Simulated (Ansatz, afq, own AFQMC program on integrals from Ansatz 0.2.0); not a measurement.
# C₂H₆FGe+ (singlet): quantum Monte Carlo beside coupled cluster as a vertical ion, def2-TZVP

How near does AFQMC come to the top of the ladder for C₂H₆FGe+ (singlet)?

The runs use Ansatz 0.2.0, Gaussian basis, and an in-house AFQMC program (afq) on its integrals; all values are calculated; def2-TZVP, frozen cores.

Plan: CCSD(T) on RHF; PBE (unrestricted); r2SCAN (unrestricted); PBE0 (unrestricted); B3LYP (unrestricted); wB97M-V (unrestricted); B2PLYP (unrestricted); Phaseless AFQMC, CISD trial on RHF; UHF.

**1. What is computed**

The geometry is that of the parent species, a PBE0/def2-SVP stationary point (not a proven minimum); the ion is not relaxed. No spin-orbit coupling is included. The filled d shell of Ge may be among the frozen orbitals whatever the setting's name suggests; the logs give the count.

10 atoms, charge 1, spin multiplicity 1.

Atoms are counted from 1 here; the program's logs count them from 0.

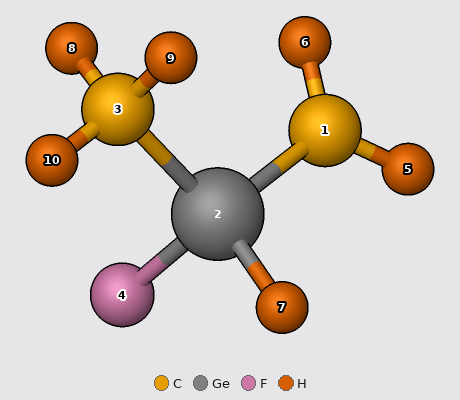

The geometry (carbon amber, germanium grey, fluorine pink, hydrogen orange); atoms are numbered from 1 in the order of the file.

**2. CCSD(T) on RHF**

File in.yaml:

```yaml
crystal:
  periodic: [false, false, false]
  atoms:
    - {symbol: C, position_ang: [-1.083695, 1.360874, -0.424572]}
    - {symbol: Ge, position_ang: [0.096786, -0.129282, -0.681775]}
    - {symbol: C, position_ang: [0.818011, -0.802850, 0.985006]}
    - {symbol: F, position_ang: [-0.854301, -1.442053, -1.357052]}
    - {symbol: H, position_ang: [-1.275114, 2.099337, -1.209957]}
    - {symbol: H, position_ang: [-1.652477, 1.496347, 0.501611]}
    - {symbol: H, position_ang: [1.162670, 0.175888, -1.749083]}
    - {symbol: H, position_ang: [-0.002226, -1.044737, 1.676475]}
    - {symbol: H, position_ang: [1.467458, -0.050267, 1.456379]}
    - {symbol: H, position_ang: [1.405889, -1.714358, 0.805869]}
basis:
  gaussian: {orbitals: def2-TZVP}
total_charge: 1
magnetization: {spin_polarized: false}
correlation: {method: ccsd_t, electrons: outside_noble_gas, hamiltonian_folder: ham}
```

Launch:

```console
> ansatz run in.yaml --threads 1 --pin off --events-out ev --progress --plain --max-ram 24576MiB --backend cuda --devices 0, --max-vram 18GiB
```

The log of the run, shortened:

```text
Functional definition: HF
  name "HF"
  cite "Fock, Z. Phys. 61, 126 (1930) doi:10.1007/BF01340294"
  parent pbe
[...]
1224 factors; integrals over basis functions are off by at most 1.2e-3 eV
[...]
mean field -61328.50993841 eV, -2253.7811702793 hartree, gradient 2.7e-6 eV, S^2 0.000000; 0 other end points of the search recorded, 0 dependent functions left out
17 core orbitals not correlated: weight in the atoms' cores, before any rotation towards them, 0.962 or more for the frozen orbitals, at most 0.040 for the correlated occupied ones
reference -61328.50993841 eV, -2253.7811702793 hartree; 12, 12 occupied and 148, 148 virtual orbitals, 1224 factors
second order -17.71357110 eV of doubles, -0.00000000 eV of singles
cycle   1  -18.37241149 eV  change   -6.6e-1 eV  update   1.0e-1
[...]
cycle  16  -18.96370975 eV  change   -1.4e-5 eV  update   7.6e-6
perturbative correction -0.61415160 eV, -0.0225696550 hartree
Total energy: -61348.08779976 eV, -2254.5006434136 hartree
```

Wall time 11 s (1 × NVIDIA H100 80GB HBM3 with 1 thread of AMD EPYC 7R13 (Zen 3), shared host); peak host memory 4.4 GiB.

From the report: correlation -19.5779 eV; T1 0.015; largest double amplitude 0.05.

This run also writes the integrals to the folder ham.

**3. PBE (unrestricted)**

Changes to in.yaml since step 2:

```diff
@@ -16,3 +16,4 @@
 total_charge: 1
-magnetization: {spin_polarized: false}
-correlation: {method: ccsd_t, electrons: outside_noble_gas, hamiltonian_folder: ham}
+magnetization: {spin_polarized: true, initial_magnetization: 0}
+hamiltonian: {xc: {name: PBE}}
+output: {orbitals: {seedname: orbitals}}
```

Launch:

```console
> ansatz run in.yaml --threads 1 --pin off --events-out ev --progress --plain --max-ram 8192MiB --backend cpu
```

The log of the run:

```text
Functional definition: PBE
  name "PBE"
  cite "Perdew, Burke & Ernzerhof, Phys. Rev. Lett. 77, 3865 (1996) doi:10.1103/PhysRevLett.77.3865"
  parent pbe
  parameter kappa = 0.804
  parameter beta = 0.06672455060314922
  exchange = pbe_x(kappa = kappa, mu = beta*pi^2/3)
  correlation = pbe_c(beta = beta)
1138 factors; their error is unknown
mean field evaluation 1: about -61364.4789 eV, gradient 7.5e1 eV
mean field evaluation 2: about -61184.5659 eV, gradient 1.9e2 eV
mean field evaluation 4: about -61380.1096 eV, gradient 3.2e1 eV
mean field evaluation 8: about -61384.5625 eV, gradient 2.7e0 eV
mean field evaluation 16: about -61384.6214 eV, gradient 6.3e-2 eV
mean field evaluation 32: about -61384.6047 eV, gradient 5.0e-5 eV
mean field evaluation 64: about -61375.1498 eV, gradient 1.3e1 eV
mean field -61384.60469171 eV, -2255.8426144408 hartree, gradient 2.3e-5 eV, S^2 0.194250; 10 other end points of the search recorded, 0 dependent functions left out
reference -61384.60472966 eV, -2255.8426158356 hartree; 29, 29 occupied and 148, 148 virtual orbitals, 1138 factors
Total energy: -61384.60472966 eV, -2255.8426158356 hartree
```

Wall time 28 s (1 thread of AMD EPYC 7R13 (Zen 3), shared host); peak memory 4.4 GiB.

From the report: ⟨S²⟩ of the determinant 0.194 (pure singlet: 0.00).

**4. r2SCAN (unrestricted)**

Changes to in.yaml since step 3:

```diff
@@ -17,3 +17,2 @@
 magnetization: {spin_polarized: true, initial_magnetization: 0}
-hamiltonian: {xc: {name: PBE}}
-output: {orbitals: {seedname: orbitals}}
+hamiltonian: {xc: {name: r2SCAN}}
```

The command is unchanged.

The log of the run, shortened:

```text
Functional definition: r2SCAN
  name "r2SCAN"
  cite "Furness, Kaplan, Ning, Perdew & Sun, J. Phys. Chem. Lett. 11, 8208 (2020) doi:10.1021/acs.jpclett.0c02405"
  cite "Furness, Kaplan, Ning, Perdew & Sun, J. Phys. Chem. Lett. 11, 9248 (2020) doi:10.1021/acs.jpclett.0c03077"
  parent r2scan
[...]
1138 factors; their error is unknown
[...]
mean field -61396.14097192 eV, -2256.2665649190 hartree, gradient 8.7e-6 eV, S^2 0.081183; 9 other end points of the search recorded, 0 dependent functions left out
reference -61396.14098464 eV, -2256.2665653866 hartree; 29, 29 occupied and 148, 148 virtual orbitals, 1138 factors
Total energy: -61396.14098464 eV, -2256.2665653866 hartree
```

It took 64 s on 1 thread of AMD EPYC 7R13 (Zen 3), shared host; peak memory 4.4 GiB.

From the report: ⟨S²⟩ of the determinant 0.081 (pure singlet: 0.00).

**5. PBE0 (unrestricted)**

Changes to in.yaml since step 4:

```diff
@@ -17,2 +17,3 @@
 magnetization: {spin_polarized: true, initial_magnetization: 0}
-hamiltonian: {xc: {name: r2SCAN}}
+hamiltonian: {xc: {name: PBE0}}
+output: {orbitals: {seedname: orbitals}}
```

The command is unchanged.

The log of the run:

```text
Functional definition: PBE0
  name "PBE0"
  cite "Adamo & Barone, J. Chem. Phys. 110, 6158 (1999) doi:10.1063/1.478522"
  cite "Perdew, Burke & Ernzerhof, Phys. Rev. Lett. 77, 3865 (1996) doi:10.1103/PhysRevLett.77.3865"
  parent pbe
  parameter a = 0.25
  parameter kappa = 0.804
  parameter beta = 0.06672455060314922
  exchange = (1 - a)*pbe_x(kappa = kappa, mu = beta*pi^2/3) + a*exact_x
  correlation = pbe_c(beta = beta)
1181 factors; their error is unknown
mean field evaluation 1: about -61372.5292 eV, gradient 6.2e1 eV
mean field evaluation 2: about -61288.8552 eV, gradient 1.4e2 eV
mean field evaluation 4: about -61385.7330 eV, gradient 7.9e0 eV
mean field evaluation 8: about -61386.1125 eV, gradient 9.3e-2 eV
mean field evaluation 16: about -61386.3698 eV, gradient 2.5e-3 eV
mean field evaluation 32: about -61385.0610 eV, gradient 9.5e0 eV
mean field -61386.36978788 eV, -2255.9074805287 hartree, gradient 7.9e-6 eV, S^2 0.000000; 5 other end points of the search recorded, 0 dependent functions left out
reference -61386.36981599 eV, -2255.9074815616 hartree; 29, 29 occupied and 148, 148 virtual orbitals, 1181 factors
Total energy: -61386.36981599 eV, -2255.9074815616 hartree
```

It took 29 s on 1 thread of AMD EPYC 7R13 (Zen 3), shared host; peak memory 4.4 GiB.

From the report: ⟨S²⟩ of the determinant 0.000 (pure singlet: 0.00).

**6. B3LYP (unrestricted)**

Changes to in.yaml since step 5:

```diff
@@ -17,3 +17,2 @@
 magnetization: {spin_polarized: true, initial_magnetization: 0}
-hamiltonian: {xc: {name: PBE0}}
-output: {orbitals: {seedname: orbitals}}
+hamiltonian: {xc: {name: B3LYP}}
```

The command is unchanged.

The log of the run, shortened:

```text
Functional definition: B3LYP
  name "B3LYP"
  cite "Stephens, Devlin, Chabalowski & Frisch, J. Phys. Chem. 98, 11623 (1994) doi:10.1021/j100096a001"
  cite "Becke, Phys. Rev. A 38, 3098 (1988) doi:10.1103/PhysRevA.38.3098"
  cite "Lee, Yang & Parr, Phys. Rev. B 37, 785 (1988) doi:10.1103/PhysRevB.37.785"
  cite "Vosko, Wilk & Nusair, Can. J. Phys. 58, 1200 (1980) doi:10.1139/p80-159"
[...]
1169 factors; their error is unknown
[...]
mean field -61400.37562463 eV, -2256.4221855359 hartree, gradient 1.1e-5 eV, S^2 0.000000; 5 other end points of the search recorded, 0 dependent functions left out
reference -61400.37587278 eV, -2256.4221946550 hartree; 29, 29 occupied and 148, 148 virtual orbitals, 1169 factors
Total energy: -61400.37587278 eV, -2256.4221946550 hartree
```

Wall time 32 s (1 thread of AMD EPYC 7R13 (Zen 3), shared host); peak memory 4.4 GiB.

From the report: ⟨S²⟩ of the determinant 0.000 (pure singlet: 0.00).

**7. wB97M-V (unrestricted)**

Changes to in.yaml since step 6:

```diff
@@ -17,2 +17,3 @@
 magnetization: {spin_polarized: true, initial_magnetization: 0}
-hamiltonian: {xc: {name: B3LYP}}
+hamiltonian: {xc: {name: wB97M-V}}
+output: {orbitals: {seedname: orbitals}}
```

Same command.

The log of the run, shortened:

```text
Functional definition: wB97M-V
  name "wB97M-V"
  cite "Mardirossian & Head-Gordon, J. Chem. Phys. 144, 214110 (2016) doi:10.1063/1.4952647"
  cite "Becke, J. Chem. Phys. 107, 8554 (1997) doi:10.1063/1.475007"
  cite "Vydrov & Van Voorhis, J. Chem. Phys. 133, 244103 (2010) doi:10.1063/1.3521275"
  # Of w^i u^j: cxij and so on, Table III.
[...]
  gx(w, u) = 1 - cx + cx01*u + cx10*w
  gss(w, u) = css00 + css04*u^4 + css10*w + css20*w^2 + css43*w^4*u^3
  gos(w, u) = cos00 + cos10*w + (cos20 + cos21*u)*w^2 + (cos60 + cos61*u)*w^6
[...]
      + integral(e_c_pw_mod_opposite_spin*gos(b97_w_opposite, b97_u_opposite)) + vv10(b, c)
1166 factors; their error is unknown
291 factors; integrals over basis functions are off by at most 9.1e-6 eV
[...]
mean field -61393.70167953 eV, -2256.1769225770 hartree, gradient 6.8e-5 eV, S^2 0.000000; 2 other end points of the search recorded, 0 dependent functions left out
reference -61393.70172419 eV, -2256.1769242184 hartree; 29, 29 occupied and 148, 148 virtual orbitals, 1166 factors
Total energy: -61393.70172419 eV, -2256.1769242184 hartree
```

Wall time 38 s (1 thread of AMD EPYC 7R13 (Zen 3), shared host); peak memory 4.4 GiB.

From the report: ⟨S²⟩ of the determinant 0.000 (pure singlet: 0.00).

**8. B2PLYP (unrestricted)**

Changes to in.yaml since step 7:

```diff
@@ -17,3 +17,3 @@
 magnetization: {spin_polarized: true, initial_magnetization: 0}
-hamiltonian: {xc: {name: wB97M-V}}
-output: {orbitals: {seedname: orbitals}}
+hamiltonian: {xc: {name: B2PLYP}}
+correlation: {electrons: outside_noble_gas}
```

Launched as before.

The log of the run, shortened:

```text
Functional definition: B2PLYP
  name "B2PLYP"
  cite "Grimme, J. Chem. Phys. 124, 034108 (2006) doi:10.1063/1.2148954"
  cite "Becke, Phys. Rev. A 38, 3098 (1988) doi:10.1103/PhysRevA.38.3098"
  cite "Lee, Yang & Parr, Phys. Rev. B 37, 785 (1988) doi:10.1103/PhysRevB.37.785"
[...]
1224 factors; integrals over basis functions are off by at most 1.2e-3 eV
[...]
mean field -61378.25489702 eV, -2255.6092637901 hartree, gradient 6.9e-6 eV, S^2 0.000000; 2 other end points of the search recorded, 0 dependent functions left out
17 core orbitals not correlated: weight in the atoms' cores, before any rotation towards them, 0.951 or more for the frozen orbitals, at most 0.051 for the correlated occupied ones
reference -61378.25505332 eV, -2255.6092695338 hartree; 12, 12 occupied and 148, 148 virtual orbitals, 1224 factors
second order -21.51838233 eV of doubles, -0.00000000 eV of singles
Total energy: -61384.06501654 eV, -2255.8227817444 hartree
```

It took 23 s on 1 thread of AMD EPYC 7R13 (Zen 3), shared host; peak memory 4.4 GiB.

From the report: ⟨S²⟩ of the determinant 0.000 (pure singlet: 0.00).

**9. Phaseless AFQMC, CISD trial on RHF**

It reads the integrals that the CCSD(T) run on this determinant wrote.

Launch:

```console
> afq ham --method phaseless --trial cisd --walkers 700 --populations 10 --least-time 60 --time-step 0.005 --steps-per-block 50 --equilibration-blocks 28 --max-blocks 4000 --target-error 0.0003 --factor-cut 1e-05 --seed 2190 --release-times 0.21,0.42,0.63,0.9 --release-step 0.03 --release-every 5 --taylor-order 6
```

The log of the run:

```text
orbitals 160  electrons 12 12  factors 1180 of 1224
reference energy -2253.78117028 Eh
CCSD correlation -0.69690377 Eh in 17 cycles, weight of the determinant in the CISD state 0.8054
energy of the start -2254.478073 Eh
 block  time / (1/Eh)  mean weight  energy / Eh
     1     0.250  0.9987  -2254.459865
     2     0.500  0.9987  -2254.472205
     3     0.750  0.9989  -2254.483693
     4     1.000  0.9995  -2254.489454
     5     1.250  1.0013  -2254.496482
     6     1.500  1.0000  -2254.502682
     7     1.750  0.9994  -2254.503397
     8     2.000  1.0004  -2254.503836
     9     2.250  0.9995  -2254.505239
    10     2.500  1.0012  -2254.503268
    15     3.750  0.9988  -2254.493653
    22     5.500  0.9996  -2254.499384
    29     7.250  1.0005  -2254.504666
    36     9.000  1.0002  -2254.504078
    43    10.750  1.0009  -2254.499258
    50    12.500  0.9993  -2254.504971
    57    14.250  0.9980  -2254.506642
    64    16.000  1.0010  -2254.504067
    71    17.750  1.0000  -2254.501728
    78    19.500  0.9989  -2254.502632
    85    21.250  1.0013  -2254.513556
    92    23.000  1.0003  -2254.500987
    99    24.750  1.0012  -2254.510132
   106    26.500  0.9997  -2254.506713
   113    28.250  0.9989  -2254.508176
   120    30.000  0.9978  -2254.508047
   127    31.750  0.9995  -2254.493603
   134    33.500  0.9993  -2254.507450
   141    35.250  1.0009  -2254.512967
   148    37.000  1.0006  -2254.508180
   155    38.750  0.9992  -2254.498922
   162    40.500  0.9995  -2254.501719
   169    42.250  0.9982  -2254.505452
   176    44.000  0.9993  -2254.506502
   183    45.750  0.9967  -2254.515947
   190    47.500  1.0019  -2254.500182
   197    49.250  0.9982  -2254.517479
   204    51.000  1.0011  -2254.501076
   211    52.750  0.9997  -2254.507095
   218    54.500  0.9999  -2254.496166
   225    56.250  1.0018  -2254.510848
   232    58.000  0.9982  -2254.502794
   239    59.750  0.9993  -2254.502604
   246    61.500  0.9988  -2254.509620
   253    63.250  1.0008  -2254.509364
   260    65.000  0.9987  -2254.510134
   267    66.750  1.0007  -2254.507063
   274    68.500  1.0000  -2254.507731
   281    70.250  0.9999  -2254.503273
error from the spread of 10 populations
released: time / (1/Eh)  energy / Eh  error  mean overlap
  0.21  -2254.506510  0.000770  0.9877
  0.42  -2254.507757  0.000513  0.9718
  0.63  -2254.505615  0.000590  0.9775
  0.90  -2254.506527  0.001952  0.9584
energy -2254.505625 +/- 0.000450 Eh
```

It took 5.9 min on 1 × NVIDIA H100 80GB HBM3 with 2 threads of AMD EPYC 7R13 (Zen 3), shared host; peak host memory 4.4 GiB.

Energy -61348.2234 ± 0.0122 eV. Caveats: constraint bias not in the error.

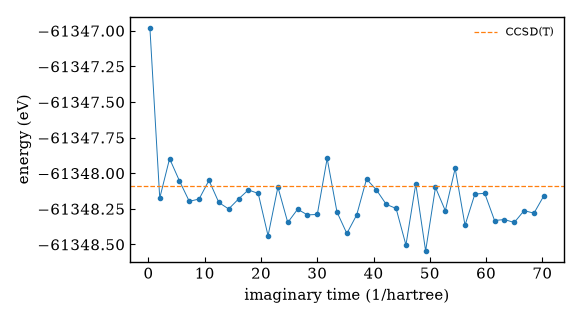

Block energies along the walk.

**10. UHF**

Changes to in.yaml since step 8:

```diff
@@ -17,3 +17,3 @@
 magnetization: {spin_polarized: true, initial_magnetization: 0}
-hamiltonian: {xc: {name: B2PLYP}}
-correlation: {electrons: outside_noble_gas}
+hamiltonian: {xc: hf}
+output: {orbitals: {seedname: orbitals}}
```

Launch:

```console
> ansatz run in.yaml --threads 1 --pin off --events-out ev --progress --plain --max-ram 24576MiB --backend cuda --devices 0, --max-vram 18GiB
```

The log of the run:

```text
Functional definition: HF
  name "HF"
  cite "Fock, Z. Phys. 61, 126 (1930) doi:10.1007/BF01340294"
  parent pbe
  exchange = exact_x
  correlation = 0
1392 factors; their error is unknown
mean field evaluation 1: about -61320.6989 eV, gradient 4.1e1 eV
mean field evaluation 2: about -61324.8111 eV, gradient 2.9e1 eV
mean field evaluation 4: about -61327.3291 eV, gradient 1.3e0 eV
mean field evaluation 8: about -61327.3412 eV, gradient 1.1e-1 eV
mean field evaluation 16: about -61321.8821 eV, gradient 4.1e1 eV
mean field evaluation 32: about -61328.3321 eV, gradient 1.5e0 eV
mean field -61328.50923496 eV, -2253.7811444282 hartree, gradient 2.0e-5 eV, S^2 0.000000; 0 other end points of the search recorded, 0 dependent functions left out
reference -61328.50923496 eV, -2253.7811444282 hartree; 29, 29 occupied and 148, 148 virtual orbitals, 1392 factors
Total energy: -61328.50923496 eV, -2253.7811444282 hartree
```

Run time: 4.8 s. Hardware: 1 × NVIDIA H100 80GB HBM3 with 1 thread of AMD EPYC 7R13 (Zen 3), shared host; peak host memory 4.4 GiB.

From the report: ⟨S²⟩ of the determinant 0.000 (pure singlet: 0.00).

**11. All levels side by side**

On the RHF determinant, counted from CCSD(T) (a yardstick, not exact):

```csv
level,energy (eV),from CCSD(T) (kJ/mol),statistical error (kJ/mol),time
HF,-61328.5099,+1889.0,,
MP2,-61346.2235,+179.9,,
CCSD,-61347.4736,+59.3,,
CCSD(T),-61348.0878,0.0,,
"Phaseless AFQMC, CISD trial, step 0.005, 700 walkers",-61348.2234,-13.1,1.2,5.9 min
```

The functionals' totals stand on their own zeros and serve differences with other points: PBE -61384.605 eV; r2SCAN -61396.141 eV; PBE0 -61386.370 eV; B3LYP -61400.376 eV; wB97M-V -61393.702 eV; B2PLYP -61384.065 eV.

**12. Summary of results**

| quantity | value |
| --- | --- |
| Phaseless AFQMC, CISD trial on RHF from CCSD(T) | -13.1 ± 1.2 kJ/mol |

What this shows: On RHF the phaseless walk with the CISD trial lies -13.1 kJ/mol from CCSD(T), 11 times its error bar. Error bars are statistical and leave out the constraint, the time step and what remains of the start.
